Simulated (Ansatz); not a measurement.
# Run report: H$_{14}$SO$_{6}$, molecular dynamics (part 2 of 2)

H$_{14}$SO$_{6}$ (disordered cell, 21 atoms in the cell); DFT LDA, scalar-relativistic, plane waves, PAW, no spin polarisation (Ansatz 0.2.0); cutoff 420 eV, 1×1×1 k-mesh, Fermi–Dirac smearing of 0.05 eV. It belongs to a series of runs on one base structure; here: dynamics from the start.

Geometry of the input (Å; fractional positions):
```
6.2145  0.0000  0.0000
0.0000  6.2145  0.0000
0.0000  0.0000  6.2145
O  0.7288  0.8509  0.8657
H  0.7642  0.7466  0.9904
H  0.8044  0.9860  0.8913
O  0.7660  0.5677  0.1574
H  0.8015  0.6252  0.3149
H  0.8793  0.4529  0.1458
O  0.9002  0.6760  0.5157
H  1.0555  0.7139  0.5009
H  0.8375  0.7489  0.6451
O  0.3163  0.7833  0.4847
H  0.3769  0.8256  0.3461
H  0.3136  0.9177  0.5766
O  0.3336  0.0429  0.8348
H  0.4065  0.1892  0.8286
H  0.4598  -0.0540  0.8583
O  0.5480  0.3945  0.8382
H  0.6085  0.4616  0.9718
H  0.5406  0.5060  0.7281
S  0.1248  0.2306  0.2429
H  0.2667  0.3947  0.2087
H  0.2061  0.1212  0.0585
```

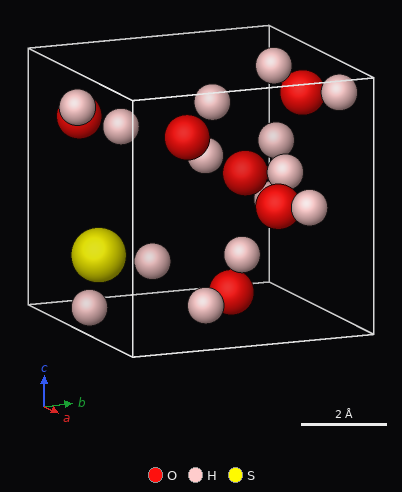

Fig. 1: The geometry at step 167 of the log (spheres-only view of the cell of the calculation, seen slightly off an axis).

```
SCF converged after 8 iterations
Free energy (F): -4421.973238 eV
Harris-Foulkes:  -4421.973238 eV  (|F-HF|=4.18e-10)
Internal energy: -4421.973238 eV  (E = F + TS)
E sigma→0 (E₀):  -4421.973238 eV
Fermi energy:    -0.294724 eV
--- Per-component energies (eV) ---
  E_band       = -520.814199
  E_kinetic    = 1337.106534
  E_local      = -4529.950072  (includes V_loc(G=0)·N_el)
  E_nonlocal   = 352.980982
  E_hartree    = 1677.475660
  E_xc         = -645.401371
  E_vxc        = -796.260445  (∫ρ·V_xc dr)
  E_paw        = -1462.613907  (= ΣΔE_a)
  E_vpaw       = -239.641290  (= ΣTr[D̂ρ^β])
  E_aug_tail   = 0.000353  (compensation charges beyond the density's cutoff)
  E_ewald      = -1152.306143
  E_core_change = 0.734726  (= ΣΔE_core)
  E_smearing   = -0.000000  (= −TS)
  E_closure    = -0.000000  (closes the sum)
  Σ components = -4421.973238   (vs F -4421.973238, Δ=0.00e0)
--- Forces (eV/Å), atoms counted from 1 ---
  atom   1  O      2.00660344     0.01209140     0.57577941
  atom   2  H     -0.39145113     1.00575263     0.44945480
  atom   3  H     -1.48905771    -0.82735240    -0.08656588
  atom   4  O     -0.63240137    -0.18413279    -1.96410569
  atom   5  H      0.35602942    -0.23406551     0.37467003
  atom   6  H      0.22842602    -0.02362649     0.24968766
  atom   7  O      1.61786927     0.28208143     0.37791562
  atom   8  H     -1.10302111    -0.37394370     0.45988558
  atom   9  H     -0.31458091     0.37279368    -0.48265135
  atom  10  O      0.05946700    -0.51349502     0.39197542
  atom  11  H     -0.08801627     0.38965308    -0.56179115
  atom  12  H      0.14039454    -0.04008983    -0.14374342
  atom  13  O     -0.11328738    -0.21856589     0.16121333
  atom  14  H     -0.07524963     0.55916369    -0.21358523
  atom  15  H     -0.42492618    -0.04265891     0.50215731
  atom  16  O      0.96979921    -0.40419802    -0.36710684
  atom  17  H     -1.23723010     0.57748405     0.29790445
  atom  18  H      0.39598625    -0.27702446     0.04307510
  atom  19  S      0.84703260    -0.22999659    -1.26686564
  atom  20  H     -0.47580555     0.00305503    -0.00169252
  atom  21  H     -0.27656964     0.16716881     1.20434557
  max |Σ_I F_I| component: 9.42e-5 eV/Å
--- MD trajectory: 300 steps, t = 0.0 → 225.0 fs ---
  final state: T = 309.5 K   F+E_penalty+E_count = -4421.97323804 eV   E_kin = 0.840008 eV
```

**Trajectory as extended XYZ (Å, eV, eV/Å), 10 of the 301 frames kept, from step=0 to step=300**
```
21
Lattice="6.2145 0.0000 0.0000 0.0000 6.2145 0.0000 0.0000 0.0000 6.2145" Properties=species:S:1:pos:R:3:forces:R:3 step=0 time_fs=0.0 energy=-4422.26611 temperature=285.7
O     4.5290    5.2876    5.3797   -0.0452   0.0703   0.0238
H     4.7488    4.6399    6.1547    0.0210  -0.0465   0.0514
H     4.9989    6.1275    5.5391    0.0260  -0.0274   0.0048
O     4.7606    3.5282    0.9783    0.1611  -0.0835   0.0156
H     4.9811    3.8850    1.9571   -0.0472  -0.0152  -0.0262
H     5.4642    2.8144    0.9062   -0.1067   0.0775  -0.0410
O     5.5945    4.2012    3.2047   -0.0934  -0.0986  -0.0489
H     6.5591    4.4365    3.1130    0.1021   0.0725   0.0295
H     5.2045    4.6540    4.0088    0.0319  -0.0004  -0.0216
O     1.9654    4.8680    3.0121    0.0163   0.3689   0.1753
H     2.3423    5.1305    2.1511   -0.1366   0.0671   0.1967
H     1.9486    5.7028    3.5835    0.0268  -0.4152  -0.0879
O     2.0731    0.2663    5.1878    0.1128  -0.1308  -0.1539
H     2.5261    1.1759    5.1495    0.0161   0.0926  -0.1034
H     2.8575   -0.3354    5.3340    0.0488   0.0526   0.0587
O     3.4053    2.4516    5.2091   -0.0282   0.0734   0.0297
H     3.7817    2.8684    6.0394   -0.0233  -0.0124  -0.0184
H     3.3596    3.1447    4.5249   -0.0533  -0.0082  -0.0329
S     0.7756    1.4329    1.5092    0.1520  -0.0231  -0.2204
H     1.6572    2.4530    1.2968   -0.1160  -0.1192   0.0403
H     1.2809    0.7531    0.3636   -0.0650   0.1056   0.1289
21
Lattice="6.2145 0.0000 0.0000 0.0000 6.2145 0.0000 0.0000 0.0000 6.2145" Properties=species:S:1:pos:R:3:forces:R:3 step=33 time_fs=24.8 energy=-4421.89620 temperature=143.2
O     4.5477    5.3195    5.3657    0.2943   0.6036  -0.3944
H     4.7489    4.6685    6.1122    0.1421  -0.4653   0.3620
H     5.2162    6.0434    5.3875   -0.4031  -0.3051   0.1183
O     4.6698    3.4868    0.9581    0.7380  -0.5186   0.1954
H     4.9727    3.9159    1.8952    0.0202  -0.7436  -0.1459
H     5.2409    2.6218    0.8354   -0.4564   1.6558   0.5110
O     5.6129    4.1739    3.1692   -1.5499  -0.6692  -0.6778
H     6.5580    4.3630    3.0573    1.1610   0.5090   0.3865
H     5.1696    4.5749    3.9581    0.2449   0.1659   0.1787
O     1.9391    4.8022    3.0525   -0.4823   0.2038   1.9318
H     2.1953    5.0081    2.1616    0.3746   0.7094  -0.8696
H     1.8950    5.6440    3.6453    0.2787  -0.7420  -0.7149
O     2.1317    0.2858    5.2244    0.8347   0.0849  -0.3280
H     2.5491    1.2375    5.1778   -0.2465  -0.3869   0.0716
H     2.9876   -0.2531    5.3671   -0.5048   0.2808  -0.0369
O     3.3646    2.5417    5.3068   -0.2874  -0.6940  -0.0455
H     3.5949    3.0592    6.1258    0.3434  -0.2037   0.4509
H     3.0698    3.1945    4.6764   -0.3540   0.6796  -1.0312
S     0.7950    1.4589    1.4683    0.3103   0.0455  -0.2172
H     1.8232    2.3893    1.4288   -0.5546  -0.4378  -0.0982
H     1.2917    0.7671    0.3056    0.0968   0.2280   0.3533
21
Lattice="6.2145 0.0000 0.0000 0.0000 6.2145 0.0000 0.0000 0.0000 6.2145" Properties=species:S:1:pos:R:3:forces:R:3 step=67 time_fs=50.2 energy=-4421.91446 temperature=193.0
O     4.5791    5.2500    5.3803    0.6533   0.3760   0.6386
H     4.6667    4.5538    6.1575   -0.0742  -0.2234  -0.0174
H     5.2493    5.9245    5.6647   -0.4803  -0.2810  -0.5179
O     4.6565    3.5294    1.0335   -0.6758  -0.0721  -1.4745
H     4.8989    4.0003    1.9538    0.5684  -0.7010   0.2486
H     5.3099    2.7826    0.9039    0.1519   0.3159   0.4799
O     5.5747    4.1328    3.1226    0.7589   0.6874   0.5655
H     6.5560    4.4759    3.0898   -0.9968  -0.3324   0.1738
H     5.0774    4.5065    3.9127    0.6936   0.0770  -0.1128
O     1.9572    4.8122    3.1176   -0.6726  -0.8764   1.3739
H     2.3064    5.2187    2.3290    0.3182   0.7435  -0.4997
H     2.0425    5.4313    3.9194    0.0206   0.5293  -0.6558
O     2.2673    0.2820    5.1823    0.0367   0.2900  -0.2470
H     2.6908    1.2238    5.0964   -0.6787  -0.0457  -0.1690
H     3.1106   -0.2104    5.3638    0.3504  -0.5350   0.3128
O     3.2141    2.6077    5.2244    0.1455  -1.7644   0.6683
H     3.6780    2.9171    6.0314    0.2212   0.4723   0.6037
H     3.0359    3.3109    4.6322   -0.3803   1.5141  -1.3630
S     0.7871    1.4754    1.4047   -1.3838  -2.0081  -0.2522
H     1.6340    2.4184    1.2066    1.3929   1.6478  -0.3184
H     1.2639    0.8183    0.2113    0.0311   0.1858   0.5626
21
Lattice="6.2145 0.0000 0.0000 0.0000 6.2145 0.0000 0.0000 0.0000 6.2145" Properties=species:S:1:pos:R:3:forces:R:3 step=100 time_fs=75.0 energy=-4421.82996 temperature=294.8
O     4.5805    5.1559    5.4157    0.7942  -0.0431   1.4150
H     4.8539    4.4446    6.2819   -0.9652   1.1545  -0.9196
H     4.9722    6.0497    5.5974    0.0516  -0.8269  -0.1578
O     4.6254    3.4316    0.9710   -0.0283  -0.1501  -0.4566
H     4.7976    3.6499    1.9733    0.6049   0.5137   0.0523
H     5.3653    2.8008    0.7652    0.2699  -0.4267   0.3020
O     5.6220    4.1901    3.1779   -1.6981  -0.9008  -0.6373
H     6.5663    4.4044    3.1416    1.1978   0.3855   0.1486
H     5.1901    4.5524    3.9918    0.1379   0.2145   0.3538
O     1.9581    4.8859    3.1823   -0.6654  -0.7927   2.0629
H     2.1714    5.1468    2.3099    0.5282   0.8607  -1.6294
H     1.9874    5.6905    3.8356    0.3794  -0.2505  -0.3256
O     2.3786    0.2819    5.0747   -0.9897   0.0259   0.2354
H     2.6863    1.2411    4.9967   -0.0435   0.2464  -0.2497
H     3.1342   -0.2636    5.4069    0.3934  -0.3970  -0.1232
O     3.0676    2.6762    4.9764    1.3137   0.1002   1.9896
H     3.6426    2.9973    5.7750   -1.1048  -0.3798  -1.2712
H     2.9192    3.4128    4.3732   -0.2496   0.7435  -0.6242
S     0.7803    1.4613    1.3370    1.3677   0.9721  -0.7100
H     1.7886    2.4645    1.0369   -1.2701  -1.1474   0.4012
H     1.2726    0.7576    0.2160   -0.0238   0.0982   0.1439
21
Lattice="6.2145 0.0000 0.0000 0.0000 6.2145 0.0000 0.0000 0.0000 6.2145" Properties=species:S:1:pos:R:3:forces:R:3 step=133 time_fs=99.8 energy=-4421.86381 temperature=364.9
O     4.4791    5.1430    5.5062    0.5380   1.0706  -0.5672
H     4.5725    4.4198    6.2440    0.2923  -0.3194   0.3165
H     5.2224    5.7865    5.5963   -0.4723  -0.3918  -0.0588
O     4.5901    3.3090    0.8692    0.8942   0.2714   1.2128
H     4.9320    3.7587    1.7513   -0.4151  -0.5006  -0.1024
H     5.3615    2.6620    0.7387   -0.5467   0.1847  -0.1709
O     5.6533    4.1537    3.1696    0.3257  -0.5038  -2.1983
H     6.5960    4.4525    3.2411    0.3865   0.1672   0.1223
H     5.2357    4.1828    4.0177   -0.8910   0.2620   1.4843
O     1.9511    4.9249    3.1686   -0.0949  -0.4319   0.4977
H     1.9650    5.2482    2.2750    0.1283   0.2567  -1.2299
H     2.1308    5.7738    3.7395   -0.2906  -0.4434   0.5799
O     2.3295    0.2379    5.0126    1.2188  -0.2966   0.3414
H     2.6081    1.1851    4.8722   -0.0457   0.4553   0.0620
H     3.2476   -0.2700    5.2060   -1.1072   0.4816   0.0912
O     3.0582    2.7442    4.7429    0.2186   1.9591   0.6042
H     3.3764    3.4014    5.4580   -0.4500  -1.6803  -1.0622
H     2.6743    3.3742    4.0650    0.1209  -0.3427   0.1169
S     0.7647    1.4914    1.2815    0.2479   0.6712   0.7852
H     1.7489    2.4596    1.1546   -0.4374  -0.3891   0.0873
H     1.3743    0.7821    0.3138    0.3799  -0.4803  -0.9119
21
Lattice="6.2145 0.0000 0.0000 0.0000 6.2145 0.0000 0.0000 0.0000 6.2145" Properties=species:S:1:pos:R:3:forces:R:3 step=167 time_fs=125.2 energy=-4421.74262 temperature=413.0
O     4.4442    5.1481    5.5930    0.9884   1.0283   0.2250
H     4.5099    4.3754    6.3264    0.4090   0.3489  -0.4170
H     5.2531    5.7421    5.7087   -1.2800  -0.9642  -0.0962
O     4.5311    3.2724    0.9375   -0.7480  -0.8706   0.0368
H     4.7952    3.4344    1.8916    0.3227   0.8823   0.6136
H     4.9896    2.4134    0.7859    0.2735   0.1758  -0.4689
O     5.5202    4.0539    3.1437    2.3409   0.2183  -0.4095
H     6.4967    4.4341    3.2865   -1.5242  -0.8540  -0.7763
H     5.0013    4.4594    3.8364   -0.8642   0.2974   1.1853
O     1.8654    4.7878    3.1452   -0.3753  -0.0180   2.6538
H     1.9796    5.4284    2.4770    0.2011   1.2299  -2.5759
H     2.0168    5.5184    3.9085   -0.1414  -0.6499   0.1867
O     2.2716    0.3318    5.0023   -1.0031   1.1518  -0.8236
H     2.5100    1.3052    4.7136    0.0069  -0.4237   0.0482
H     3.0607   -0.0576    5.4142    1.3032  -0.6393   0.3744
O     2.9950    2.7985    4.4177   -0.0921   1.4015   1.6000
H     3.1860    3.3656    5.2622   -0.1853  -1.4381  -1.7555
H     2.5217    3.4731    3.8226    0.3924  -0.4669   0.1409
S     0.7819    1.4801    1.2308   -0.6875  -0.5489   0.8922
H     1.6238    2.5036    1.1615    0.4010   0.7725   0.1318
H     1.3719    0.9869    0.1217    0.2618  -0.6330  -0.7657
21
Lattice="6.2145 0.0000 0.0000 0.0000 6.2145 0.0000 0.0000 0.0000 6.2145" Properties=species:S:1:pos:R:3:forces:R:3 step=200 time_fs=150.0 energy=-4421.87219 temperature=344.4
O     4.4485    5.2057    5.6823    1.2572  -0.4352   0.2717
H     4.5628    4.2799    6.2975   -0.5427   0.8784   0.1346
H     5.2631    5.7466    5.8953   -1.0052  -0.4988  -0.3231
O     4.3718    3.2639    1.0232    0.3577  -0.1194  -0.0643
H     4.7700    3.5521    1.9539   -0.5107   0.1843  -0.0186
H     4.9097    2.4518    0.8642    0.0830   0.0430  -0.1709
O     5.3295    3.8828    3.2405    2.1315   0.7637   0.7259
H     6.3199    4.1934    3.2485   -0.9679  -0.4100  -0.4380
H     5.0397    4.2717    4.1102   -0.5698   0.0003  -0.3417
O     1.7371    4.7978    3.2107   -0.8416   0.7042   1.7054
H     1.8219    5.2943    2.4062    0.1291   0.6419  -1.4427
H     1.7683    5.6269    3.9208    0.5517  -1.0553  -0.3029
O     2.2902    0.4029    4.9416    0.4245  -1.8562   0.6378
H     2.4984    1.2474    4.4536    0.3919   0.7753   0.1401
H     3.1594   -0.0840    5.2853   -0.9053   0.6491  -0.5709
O     2.9010    2.7321    4.1790    1.1513   1.0962   1.7081
H     3.3140    3.2675    4.9539   -0.8245  -1.4124  -1.4217
H     2.5634    3.4754    3.6133   -0.3534   0.2063  -0.1803
S     0.7771    1.3967    1.2726    0.4752   0.7460   0.5622
H     1.7329    2.4444    1.3000   -0.7623  -0.9111  -0.0934
H     1.3601    0.8363    0.1609    0.3300   0.0097  -0.5170
21
Lattice="6.2145 0.0000 0.0000 0.0000 6.2145 0.0000 0.0000 0.0000 6.2145" Properties=species:S:1:pos:R:3:forces:R:3 step=233 time_fs=174.8 energy=-4421.99927 temperature=366.9
O     4.4489    5.1651    5.6412    0.3348   0.0811   1.4215
H     4.2220    4.5138    6.5214    0.8313   0.0392  -1.2833
H     5.2332    5.7098    5.9282   -0.8337  -0.4878  -0.3385
O     4.2484    3.3117    1.0925   -0.2797   0.2829   0.5899
H     4.5560    3.5248    2.0763    0.0609  -0.2267  -0.3611
H     4.8504    2.6159    0.7359    0.1400   0.3508   0.4068
O     5.2520    3.9004    3.4277    0.1324   0.2452   0.2790
H     6.2046    4.1463    3.3518    0.2830   0.0846  -0.2009
H     4.9806    4.3893    4.2735   -0.2920  -0.2984  -0.4636
O     1.6107    4.7843    3.1722   -0.3338  -1.8092   0.4348
H     1.5678    5.1380    2.2954    0.0506   0.8362  -1.2449
H     1.9281    5.4999    3.7862    0.1175   1.1416   0.7219
O     2.3352    0.3420    4.8744   -0.2988  -0.0415  -0.1155
H     2.5469    1.2574    4.4491   -0.1240  -0.4164   0.0206
H     3.1677   -0.1328    5.1598    0.2324   0.2468   0.1559
O     2.9065    2.6496    3.9849    0.3956  -0.1854   0.8377
H     3.3515    2.9324    4.8288   -0.4341   0.1570  -1.0747
H     2.4718    3.4380    3.5358   -0.0695   0.1450   0.4039
S     0.8175    1.3966    1.3570   -0.4943   0.1924   0.7023
H     1.8572    2.2598    1.2738    0.1753   0.1866   0.1474
H     1.2223    0.8910    0.1870    0.4062  -0.5242  -1.0392
21
Lattice="6.2145 0.0000 0.0000 0.0000 6.2145 0.0000 0.0000 0.0000 6.2145" Properties=species:S:1:pos:R:3:forces:R:3 step=267 time_fs=200.2 energy=-4421.93753 temperature=389.7
O     4.4285    5.0778    5.5966    1.4867   1.4440   0.2038
H     4.3817    4.4122    6.4056    0.0222  -0.4306   0.1224
H     5.3159    5.5774    5.6525   -1.6938  -0.9216   0.1041
O     4.1908    3.3702    1.2043   -0.0060   0.8136   0.6372
H     4.5319    3.7318    2.1427    0.0779  -0.8765  -0.6336
H     4.7245    2.5720    1.0297    0.3184   0.0700   0.1619
O     5.3474    3.8786    3.5075   -2.3337   0.3698   0.1806
H     6.1869    4.3610    3.4008    1.5556   0.1768  -0.2738
H     4.8192    4.5087    4.1191    0.5256  -0.9619  -0.2786
O     1.5028    4.7559    3.1867    0.2850   0.6062   2.1357
H     1.4304    5.2475    2.3724    0.0781   0.7215  -1.1011
H     1.8710    5.5366    3.9350   -0.1691  -0.5957  -1.0293
O     2.4398    0.2832    4.7671   -1.3286   0.0450  -0.1518
H     2.6281    1.2250    4.3750    0.0828  -0.0772   0.1121
H     3.1528   -0.1910    5.2649    0.7988   0.1336  -0.0363
O     2.8385    2.6600    3.8395    1.1144  -0.3965   1.0972
H     3.6234    3.0403    4.3636   -1.4089  -0.3788  -1.2207
H     2.1823    3.3791    3.5644    0.4759   0.3567   0.1016
S     0.8202    1.3469    1.3573    0.5386  -0.2783  -0.6810
H     2.0065    2.0318    1.4776   -0.2389   0.0417   0.1583
H     1.2863    0.8675    0.1197   -0.1810   0.1382   0.3911
21
Lattice="6.2145 0.0000 0.0000 0.0000 6.2145 0.0000 0.0000 0.0000 6.2145" Properties=species:S:1:pos:R:3:forces:R:3 step=300 time_fs=225.0 energy=-4421.97324 temperature=309.5
O     4.4302    4.9992    5.5384    2.0066   0.0121   0.5758
H     4.3865    4.1893    6.2229   -0.3915   1.0058   0.4495
H     5.3040    5.4803    5.7257   -1.4891  -0.8274  -0.0866
O     4.1962    3.3926    1.3577   -0.6324  -0.1841  -1.9641
H     4.5708    3.8274    2.1991    0.3560  -0.2341   0.3747
H     4.7585    2.6120    1.1966    0.2284  -0.0236   0.2497
O     5.3016    3.7879    3.4186    1.6179   0.2821   0.3779
H     6.2701    4.2014    3.2496   -1.1030  -0.3739   0.4599
H     5.0604    4.0858    4.3456   -0.3146   0.3728  -0.4827
O     1.3812    4.8998    3.2453    0.0595  -0.5135   0.3920
H     1.5141    5.3715    2.4057   -0.0880   0.3897  -0.5618
H     1.7375    5.5924    3.9579    0.1404  -0.0401  -0.1437
O     2.4873    0.2844    4.7804   -0.1133  -0.2186   0.1612
H     2.5948    1.2014    4.3902   -0.0752   0.5592  -0.2136
H     3.3760   -0.1795    4.8983   -0.4249  -0.0427   0.5022
O     2.7527    2.6987    3.8629    0.9698  -0.4042  -0.3671
H     3.7028    2.6906    3.5154   -1.2372   0.5775   0.2979
H     2.2587    3.5252    3.5390    0.3960  -0.2770   0.0431
S     0.9163    1.2605    1.3190    0.8470  -0.2300  -1.2669
H     2.1320    1.8398    1.6340   -0.4758   0.0031  -0.0017
H     1.4183    0.9137   -0.0022   -0.2766   0.1672   1.2043
```

**Results in brief**

| quantity | value |
| --- | --- |
| outcome | finished |
| mean temperature over the second half | 346 K |
| trajectory | 300 steps, 225 fs |
| ensemble | nvt_langevin |
| temperature in the input | 300.0 K |
| time step | 0.75 fs |
| electrons treated | 56 |
| potential energy (free energy of the electrons) (last step) | −4421.9732 eV |
| Fermi energy (last step) | −0.295 eV |
| largest force (length of the vector) (last step) | 2.088 eV/Å |
| wall time | 2.8 min |
| peak memory | 0.31 GiB |

**Notes**

The k-point mesh is coarse for a cell of this size, so the results may not be converged. So short a trajectory is not equilibrated. The logged temperature at the start can lie below the typed one, since it is counted over all degrees of freedom.
